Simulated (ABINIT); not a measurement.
# MgO (Fm-3m): bands and cutoff in G0W0 with ABINIT, part 2 of 2

Wanted: a converged G0W0 gap of MgO (Fm-3m), or an estimate of the limit.

ABINIT 10.8.3; PBE and many-body steps on it, plane waves. Known limits of the many-body steps: not at the basis limit.

So far. Step 3 (Screening, 6×6×6 mesh, 100 bands, screening to 203.5 eV): Local fields lower ε∞ by 7 %. Step 4 (100 bands, 203.5 eV): The gap on the mesh goes from 4.89 eV to 7.18 eV, a correction of +2.29 eV.

**6. 149 bands, 269.4 eV**

This step: G0W0 on PBE, plane waves, norm-conserving pseudopotentials.

File run.abi:

```
acell 3*1.0 Angstrom
rprim 
  -0.000000000000 2.097001392700 2.097001392700
  2.097001392700 -0.000000000000 2.097001392700
  2.097001392700 2.097001392700 -0.000000000000
ntypat 2
znucl 12 8
natom 2
typat 1 2
xred 
  0.000000000000 0.000000000000 0.000000000000
  0.500000000000 0.500000000000 0.500000000000
pp_dirpath "pseudos"
pseudos "Mg.upf, O.upf"
ecut 38
ngkpt 6 6 6
nshiftk 1
shiftk 0 0 0
kptopt 1
chksymbreak 0
istwfk *1
occopt 1
irdwfk 1
optdriver 4
nband 149
gwcalctyp 0
ecutsigx 38
symsigma 1
nkptgw 3
kptgw 
  0.0000000000 0.0000000000 0.0000000000
  0.5000000000 0.0000000000 0.0000000000
  0.5000000000 0.5000000000 0.0000000000
bdgw 
  6 12
  7 10
  7 10
ecuteps 9.9
irdscr 1
ppmodel 1
indata_prefix "in"
outdata_prefix "out"
tmpdata_prefix "tmp"
```

The run is started by

```console
OMP_NUM_THREADS=1 mpirun -n 4 abinit run.abi > log
```

Output:

```text
.Version 10.8.3 of ABINIT. v10.8.2 released Aug 2026.

 Symmetries : space group Fm -3 m (#225); Bravais cF (face-center cubic)
[... echo of the input left out ...]
== DATASET  1 ==================================================================
-   mpi_nproc: 4, omp_nthreads: 1 (-1 if OMP is not activated)

--- !DatasetInfo
iteration_state: {dtset: 1, }
dimensions: {natom: 2, nkpt: 16, mband: 149, nsppol: 1, nspinor: 1, nspden: 1, mpw: 1411, }
cutoff_energies: {ecut:  38.0, pawecutdg:  -1.0, }
electrons: {nelect:   1.60000000E+01, charge:   0.00000000E+00, occopt:   1.00000000E+00, tsmear:   1.00000000E-02, }

 SIGMA: Calculation of the GW corrections

 Based on a program developped by R.W. Godby, V. Olevano, G. Onida, and L. Reining.
 Incorporated in ABINIT by V. Olevano, G.-M. Rignanese, and M. Torrent.
.Using double precision arithmetic ; gwpc =  8

[... cell and pseudopotentials left out ...]
--------------------------------------------------------------------------------

 ==== K-mesh for the wavefunctions ====
 Number of points in the irreducible wedge :    16
[... list of points left out ...]
 Together with 48 symmetry operations and time-reversal symmetry
 yields   216 points in the full Brillouin Zone.

 ==== Q-mesh for screening function ====
 Number of points in the irreducible wedge :    16
[... list of points left out ...]
 Together with 48 symmetry operations and time-reversal symmetry
 yields   216 points in the full Brillouin Zone.

 vcoul_init : cutoff-mode = AUXILIARY_FUNCTION
 q-points for optical limit:   1
     1)      0.000010    0.000020    0.000030
 setmesh: FFT mesh size selected  =    32x   32x   32
          total number of points  =        32768

 Number of electrons calculated from density =   16.0000; Expected =   16.0000
[...]
number of plane-waves for wavefunctions          1411
 number of bands                                   149
 number of q-points in IBZ                          16
 number of frequencies                               2
 number of real frequencies                          1
 number of imag frequencies                          1

 matrix elements of self-energy operator (all in [eV])

 Perturbative Calculation

--- !SelfEnergy_ee
iteration_state: {dtset: 1, }
kpoint     : [   0.000,    0.000,    0.000, ]
spin       : 1
KS_gap     :    4.895
QP_gap     :    7.256
Delta_QP_KS:    2.361
data: !SigmaeeData |
     Band     E0 <VxcDFT>   SigX SigC(E0)      Z dSigC/dE  Sig(E)    E-E0       E
        6   4.841 -20.153 -25.631   3.621   0.808  -0.238 -21.653  -1.500   3.341
        7   4.841 -20.153 -25.631   3.621   0.808  -0.238 -21.653  -1.500   3.341
        8   4.841 -20.153 -25.631   3.621   0.808  -0.238 -21.653  -1.500   3.341
[...]
--- !SelfEnergy_ee
iteration_state: {dtset: 1, }
kpoint     : [   0.500,    0.000,    0.000, ]
spin       : 1
KS_gap     :    8.670
QP_gap     :   11.322
Delta_QP_KS:    2.652
data: !SigmaeeData |
     Band     E0 <VxcDFT>   SigX SigC(E0)      Z dSigC/dE  Sig(E)    E-E0       E
[...]
--- !SelfEnergy_ee
iteration_state: {dtset: 1, }
kpoint     : [   0.500,    0.500,    0.000, ]
spin       : 1
KS_gap     :   10.595
QP_gap     :   13.103
Delta_QP_KS:    2.507
data: !SigmaeeData |
     Band     E0 <VxcDFT>   SigX SigC(E0)      Z dSigC/dE  Sig(E)    E-E0       E
[...]
9  14.086  -8.929  -3.915  -4.129   0.872  -0.147  -8.158   0.771  14.857
       10  14.995 -12.074  -6.425  -4.395   0.867  -0.154 -10.987   1.087  16.082

== END DATASET(S) ==============================================================
================================================================================

 -outvars: echo values of variables after computation  --------
           etotal      0.0000000000E+00
            nband         149
             nkpt          16
          spgroup         225
 [... the other variables as echoed above ...]

 Calculation completed.
```

Wall time 18 s (4 MPI ranks of Arm Neoverse V2, shared host); peak memory 1 GiB.

This step gave:

```yaml
g0w0_gap_on_the_points_computed: 7.256 eV
starting_gap_on_the_mesh: 4.895 eV
k_of_the_valence_top: 0, 0, 0
k_of_the_conduction_bottom: 0, 0, 0
z_at_the_valence_top: 0.808
z_at_the_conduction_bottom: 0.855
least_direct_g0w0_gap_on_the_computed_points: 7.256 eV
```

Against G0W0 in ABINIT (6×6×6 mesh, 100 bands, screening to 203.5 eV, Godby-Needs plasmon pole), the gap moves by +0.072 eV.

**7. Screening, 6×6×6 mesh, 225 bands, screening to 359.2 eV**

This step: RPA screening on PBE, plane waves, norm-conserving pseudopotentials.

run.abi: that of step 6 with these lines changed.

```diff
@@ -23,19 +23,8 @@
 irdwfk 1
-optdriver 4
-nband 149
-gwcalctyp 0
-ecutsigx 38
-symsigma 1
-nkptgw 3
-kptgw 
-  0.0000000000 0.0000000000 0.0000000000
-  0.5000000000 0.0000000000 0.0000000000
-  0.5000000000 0.5000000000 0.0000000000
-bdgw 
-  6 12
-  7 10
-  7 10
-ecuteps 9.9
-irdscr 1
-ppmodel 1
+optdriver 3
+nband 225
+ecuteps 13.2
+inclvkb 2
+awtr 1
+symchi 1
 indata_prefix "in"
```

Output:

```text
.Version 10.8.3 of ABINIT. v10.8.2 released Aug 2026.

 Symmetries : space group Fm -3 m (#225); Bravais cF (face-center cubic)
[... echo of the input left out ...]
== DATASET  1 ==================================================================
-   mpi_nproc: 4, omp_nthreads: 1 (-1 if OMP is not activated)

--- !DatasetInfo
iteration_state: {dtset: 1, }
dimensions: {natom: 2, nkpt: 16, mband: 225, nsppol: 1, nspinor: 1, nspden: 1, mpw: 1411, }
cutoff_energies: {ecut:  38.0, pawecutdg:  -1.0, }
[...]
--------------------------------------------------------------------------------
[... chi0 elements left out ...]
 For q-point:  0.000010 0.000020 0.000030
  dielectric constant =   3.0165
  dielectric constant without local fields =   3.2390

  Average fulfillment of the sum rule on Im[epsilon] for q-point    1 :     93.34  [%]
[... wings left out ...]
  q-point number  2        q = ( 0.166667, 0.000000, 0.000000) [r.l.u.]
--------------------------------------------------------------------------------
[... chi0 elements left out ...]
  Average fulfillment of the sum rule on Im[epsilon] for q-point    2 :    102.63  [%]

 [... 14 further q-points ...]
```

Elapsed: 3.3 min, on 4 MPI ranks; peak memory 1.5 GiB; 13 min of CPU time.

This step gave:

- ε∞ with local fields, on this mesh, along the program's q direction: 3.017
- the same without local fields: 3.239
- plasma frequency: 34.59 eV
- plane waves in the screening matrix: 283

**8. 225 bands, 359.2 eV**

This step: G0W0 on PBE, plane waves, norm-conserving pseudopotentials.

run.abi: that of step 7 with these lines changed.

```diff
@@ -23,8 +23,19 @@
 irdwfk 1
-optdriver 3
+optdriver 4
 nband 225
+gwcalctyp 0
+ecutsigx 38
+symsigma 1
+nkptgw 3
+kptgw 
+  0.0000000000 0.0000000000 0.0000000000
+  0.5000000000 0.0000000000 0.0000000000
+  0.5000000000 0.5000000000 0.0000000000
+bdgw 
+  6 12
+  7 10
+  7 10
 ecuteps 13.2
-inclvkb 2
-awtr 1
-symchi 1
+irdscr 1
+ppmodel 1
 indata_prefix "in"
```

Output:

```text
.Version 10.8.3 of ABINIT. v10.8.2 released Aug 2026.

 Symmetries : space group Fm -3 m (#225); Bravais cF (face-center cubic)
[... echo of the input left out ...]
== DATASET  1 ==================================================================
-   mpi_nproc: 4, omp_nthreads: 1 (-1 if OMP is not activated)

--- !DatasetInfo
iteration_state: {dtset: 1, }
dimensions: {natom: 2, nkpt: 16, mband: 225, nsppol: 1, nspinor: 1, nspden: 1, mpw: 1411, }
cutoff_energies: {ecut:  38.0, pawecutdg:  -1.0, }
[...]
Band     E0 <VxcDFT>   SigX SigC(E0)      Z dSigC/dE  Sig(E)    E-E0       E
[...]
9  14.086  -8.929  -3.915  -4.142   0.873  -0.145  -8.168   0.762  14.848
       10  14.995 -12.074  -6.425  -4.433   0.867  -0.154 -11.020   1.054  16.049

== END DATASET(S) ==============================================================
================================================================================

 -outvars: echo values of variables after computation  --------
           etotal      0.0000000000E+00
            nband         225
             nkpt          16
          spgroup         225
 [... the other variables as echoed above ...]

 Calculation completed.
```

It took 64 s on 4 MPI ranks; peak memory 1.6 GiB.

Numbers from this step:

```
G0W0 gap on the points computed              : 7.304 eV
starting gap on the mesh                     : 4.895 eV
k of the valence top                         : 0, 0, 0
k of the conduction bottom                   : 0, 0, 0
least direct G0W0 gap on the computed points : 7.304 eV
```

Against G0W0 in ABINIT (6×6×6 mesh, 149 bands, screening to 269.4 eV, Godby-Needs plasmon pole), the gap moves by +0.048 eV.

**9. Screening, 6×6×6 mesh, 330 bands, screening to 466.9 eV**

This step: RPA screening on PBE, plane waves, norm-conserving pseudopotentials.

run.abi: that of step 8 with these lines changed.

```diff
@@ -23,19 +23,8 @@
 irdwfk 1
-optdriver 4
-nband 225
-gwcalctyp 0
-ecutsigx 38
-symsigma 1
-nkptgw 3
-kptgw 
-  0.0000000000 0.0000000000 0.0000000000
-  0.5000000000 0.0000000000 0.0000000000
-  0.5000000000 0.5000000000 0.0000000000
-bdgw 
-  6 12
-  7 10
-  7 10
-ecuteps 13.2
-irdscr 1
-ppmodel 1
+optdriver 3
+nband 330
+ecuteps 17.16
+inclvkb 2
+awtr 1
+symchi 1
 indata_prefix "in"
```

Output:

```text
.Version 10.8.3 of ABINIT. v10.8.2 released Aug 2026.

 Symmetries : space group Fm -3 m (#225); Bravais cF (face-center cubic)
[... echo of the input left out ...]
== DATASET  1 ==================================================================
-   mpi_nproc: 4, omp_nthreads: 1 (-1 if OMP is not activated)

--- !DatasetInfo
iteration_state: {dtset: 1, }
dimensions: {natom: 2, nkpt: 16, mband: 330, nsppol: 1, nspinor: 1, nspden: 1, mpw: 1411, }
cutoff_energies: {ecut:  38.0, pawecutdg:  -1.0, }
[...]
--------------------------------------------------------------------------------
[... chi0 elements left out ...]
 For q-point:  0.000010 0.000020 0.000030
  dielectric constant =   3.0160
  dielectric constant without local fields =   3.2395

  Average fulfillment of the sum rule on Im[epsilon] for q-point    1 :    100.33  [%]
[... wings left out ...]
  q-point number  2        q = ( 0.166667, 0.000000, 0.000000) [r.l.u.]
--------------------------------------------------------------------------------
[... chi0 elements left out ...]
  Average fulfillment of the sum rule on Im[epsilon] for q-point    2 :    107.90  [%]

 [... 14 further q-points ...]
```

Run time: 8.1 min. Hardware: 4 MPI ranks; peak memory 2.1 GiB.

This step gave:

| Quantity | Value |
| --- | --- |
| ε∞ with local fields, on this mesh, along the program's q direction | 3.016 |
| the same without local fields | 3.240 |
| plasma frequency | 34.59 eV |
| plane waves in the screening matrix | 411 |

**10. 330 bands, 466.9 eV**

This step: G0W0 on PBE, plane waves, norm-conserving pseudopotentials.

run.abi: that of step 9 with these lines changed.

```diff
@@ -23,8 +23,19 @@
 irdwfk 1
-optdriver 3
+optdriver 4
 nband 330
+gwcalctyp 0
+ecutsigx 38
+symsigma 1
+nkptgw 3
+kptgw 
+  0.0000000000 0.0000000000 0.0000000000
+  0.5000000000 0.0000000000 0.0000000000
+  0.5000000000 0.5000000000 0.0000000000
+bdgw 
+  6 12
+  7 10
+  7 10
 ecuteps 17.16
-inclvkb 2
-awtr 1
-symchi 1
+irdscr 1
+ppmodel 1
 indata_prefix "in"
```

Output:

```text
.Version 10.8.3 of ABINIT. v10.8.2 released Aug 2026.

 Symmetries : space group Fm -3 m (#225); Bravais cF (face-center cubic)
[... echo of the input left out ...]
== DATASET  1 ==================================================================
-   mpi_nproc: 4, omp_nthreads: 1 (-1 if OMP is not activated)

--- !DatasetInfo
iteration_state: {dtset: 1, }
dimensions: {natom: 2, nkpt: 16, mband: 330, nsppol: 1, nspinor: 1, nspden: 1, mpw: 1411, }
cutoff_energies: {ecut:  38.0, pawecutdg:  -1.0, }
[...]
Band     E0 <VxcDFT>   SigX SigC(E0)      Z dSigC/dE  Sig(E)    E-E0       E
[...]
9  14.086  -8.929  -3.915  -4.152   0.873  -0.145  -8.176   0.753  14.839
       10  14.995 -12.074  -6.425  -4.457   0.866  -0.155 -11.042   1.032  16.028

== END DATASET(S) ==============================================================
================================================================================

 -outvars: echo values of variables after computation  --------
           etotal      0.0000000000E+00
            nband         330
             nkpt          16
          spgroup         225
 [... the other variables as echoed above ...]

 Calculation completed.
```

It took 3.2 min on 4 MPI ranks; peak memory 2.4 GiB; 13 min of CPU time.

Numbers from this step:

```yaml
g0w0_gap_on_the_points_computed: 7.333 eV
starting_gap_on_the_mesh: 4.895 eV
k_of_the_valence_top: 0, 0, 0
k_of_the_conduction_bottom: 0, 0, 0
least_direct_g0w0_gap_on_the_computed_points: 7.333 eV
```

Against G0W0 in ABINIT (6×6×6 mesh, 225 bands, screening to 359.2 eV, Godby-Needs plasmon pole), the gap moves by +0.029 eV.

**11. Screening, 6×6×6 mesh, 476 bands, screening to 598.7 eV**

This step: RPA screening on PBE, plane waves, norm-conserving pseudopotentials.

run.abi: that of step 10 with these lines changed.

```diff
@@ -23,19 +23,8 @@
 irdwfk 1
-optdriver 4
-nband 330
-gwcalctyp 0
-ecutsigx 38
-symsigma 1
-nkptgw 3
-kptgw 
-  0.0000000000 0.0000000000 0.0000000000
-  0.5000000000 0.0000000000 0.0000000000
-  0.5000000000 0.5000000000 0.0000000000
-bdgw 
-  6 12
-  7 10
-  7 10
-ecuteps 17.16
-irdscr 1
-ppmodel 1
+optdriver 3
+nband 476
+ecuteps 22
+inclvkb 2
+awtr 1
+symchi 1
 indata_prefix "in"
```

Output:

```text
.Version 10.8.3 of ABINIT. v10.8.2 released Aug 2026.

 Symmetries : space group Fm -3 m (#225); Bravais cF (face-center cubic)
[... echo of the input left out ...]
== DATASET  1 ==================================================================
-   mpi_nproc: 4, omp_nthreads: 1 (-1 if OMP is not activated)

--- !DatasetInfo
iteration_state: {dtset: 1, }
dimensions: {natom: 2, nkpt: 16, mband: 476, nsppol: 1, nspinor: 1, nspden: 1, mpw: 1411, }
cutoff_energies: {ecut:  38.0, pawecutdg:  -1.0, }
[...]
--------------------------------------------------------------------------------
[... chi0 elements left out ...]
 For q-point:  0.000010 0.000020 0.000030
  dielectric constant =   3.0156
  dielectric constant without local fields =   3.2397

  Average fulfillment of the sum rule on Im[epsilon] for q-point    1 :    105.39  [%]
[... wings left out ...]
  q-point number  2        q = ( 0.166667, 0.000000, 0.000000) [r.l.u.]
--------------------------------------------------------------------------------
[... chi0 elements left out ...]
  Average fulfillment of the sum rule on Im[epsilon] for q-point    2 :    111.43  [%]

 [... 14 further q-points ...]
```

The job ended after 25 min (4 MPI ranks; peak memory 3.7 GiB).

Numbers from this step:

* ε∞ with local fields, on this mesh, along the program's q direction: 3.016
* the same without local fields: 3.240
* plasma frequency: 34.59 eV
* plane waves in the screening matrix: 609

**12. 476 bands, 598.7 eV**

This step: G0W0 on PBE, plane waves, norm-conserving pseudopotentials.

run.abi: that of step 11 with these lines changed.

```diff
@@ -23,8 +23,19 @@
 irdwfk 1
-optdriver 3
+optdriver 4
 nband 476
+gwcalctyp 0
+ecutsigx 38
+symsigma 1
+nkptgw 3
+kptgw 
+  0.0000000000 0.0000000000 0.0000000000
+  0.5000000000 0.0000000000 0.0000000000
+  0.5000000000 0.5000000000 0.0000000000
+bdgw 
+  6 12
+  7 10
+  7 10
 ecuteps 22
-inclvkb 2
-awtr 1
-symchi 1
+irdscr 1
+ppmodel 1
 indata_prefix "in"
```

Output:

```text
.Version 10.8.3 of ABINIT. v10.8.2 released Aug 2026.

 Symmetries : space group Fm -3 m (#225); Bravais cF (face-center cubic)
[... echo of the input left out ...]
== DATASET  1 ==================================================================
-   mpi_nproc: 4, omp_nthreads: 1 (-1 if OMP is not activated)

--- !DatasetInfo
iteration_state: {dtset: 1, }
dimensions: {natom: 2, nkpt: 16, mband: 476, nsppol: 1, nspinor: 1, nspden: 1, mpw: 1411, }
cutoff_energies: {ecut:  38.0, pawecutdg:  -1.0, }
[...]
Band     E0 <VxcDFT>   SigX SigC(E0)      Z dSigC/dE  Sig(E)    E-E0       E
[...]
9  14.086  -8.929  -3.915  -4.157   0.873  -0.145  -8.181   0.749  14.834
       10  14.995 -12.074  -6.425  -4.473   0.866  -0.154 -11.055   1.019  16.014

== END DATASET(S) ==============================================================
================================================================================

 -outvars: echo values of variables after computation  --------
           etotal      0.0000000000E+00
            nband         476
             nkpt          16
          spgroup         225
 [... the other variables as echoed above ...]

 Calculation completed.
```

It took 10 min on 4 MPI ranks; peak memory 4.2 GiB.

Numbers from this step:

| Item | Value |
| --- | --- |
| G0W0 gap on the points computed | 7.358 eV |
| starting gap on the mesh | 4.895 eV |
| k of the valence top | 0, 0, 0 |
| k of the conduction bottom | 0, 0, 0 |
| least direct G0W0 gap on the computed points | 7.358 eV |

Against G0W0 in ABINIT (6×6×6 mesh, 330 bands, screening to 466.9 eV, Godby-Needs plasmon pole), the gap moves by +0.025 eV.

**13. The runs together**

Times are wall times on 4 MPI ranks of Arm Neoverse V2, shared host, good to a factor of about two. A run's time includes the screening step that it read.

| run | mesh | bands | screening cutoff (eV) | DFT gap (eV) | gap on the mesh (eV) | direct (eV) | ε∞ used | time |
| --- | --- | --- | --- | --- | --- | --- | --- | --- |
| 100 bands, 203.5 eV | 6×6×6 | 100 | 203.5 | 4.895 | 7.184 | 7.184 | 3.02 | 63 s |
| 149 bands, 269.4 eV | 6×6×6 | 149 | 269.4 | 4.895 | 7.256 | 7.256 | 3.02 | 1.9 min |
| 225 bands, 359.2 eV | 6×6×6 | 225 | 359.2 | 4.895 | 7.304 | 7.304 | 3.02 | 4.4 min |
| 330 bands, 466.9 eV | 6×6×6 | 330 | 466.9 | 4.895 | 7.333 | 7.333 | 3.02 | 11 min |
| 476 bands, 598.7 eV | 6×6×6 | 476 | 598.7 | 4.895 | 7.358 | 7.358 | 3.02 | 35 min |

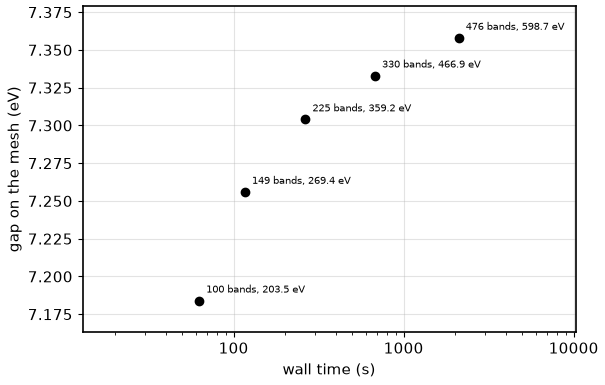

Result against wall time.

**14. Outcome**

| Item | Value |
| --- | --- |
| 100 bands, 203.5 eV | 7.184 eV |
| 149 bands, 269.4 eV | 7.256 eV |
| 225 bands, 359.2 eV | 7.304 eV |
| 330 bands, 466.9 eV | 7.333 eV |
| 476 bands, 598.7 eV | 7.358 eV |
| known limits | not at the basis limit |

What this shows: From the first rung to the last the gap moves by +0.17 eV for 34 times the time. In the G0W0 runs levels were corrected at 3 k points alone, so a gap called «on the mesh» is the least over those, and an edge elsewhere would be missed.

[Paths, hosts, dates, memory and timing lines, banners, echoed tables and standing remarks are left out of the program output.]

[Logs are printed without paths, hosts, clocks, repeated set-up lines and the standing remarks that a program may print on its own settings, such as how far it seeks lower states.]

[Runs of the session that timed out or met a known fault of the program may be left out.]

[Hosts, paths, dates, database ids (printed as entryN), source tags and the programs' standing remarks are cut or masked in the printed files.]

[G0W0 gaps are taken among the corrected bands and points alone; a level outside them can change the order at an edge.]

[Where Ansatz stands beside ABINIT at settings called matched, ABINIT's density can come from a denser mesh and the files from another edition; pairs whose starting gaps differed by over 0.03 eV were left out, so agreement reads better than it is.]
